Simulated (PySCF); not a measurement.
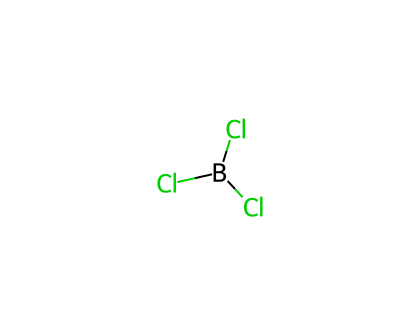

(Drawn from a calculation with PySCF.)

A structural formula.

Question: Write the SMILES.

Answer: ClB(Cl)Cl

Question: Give the formula, hydrogens included.

Answer: BCl3.

Question: An optimisation with PBE0-D3(BJ)/def2-SVP gave a structure of which point group?

Answer: D3h.
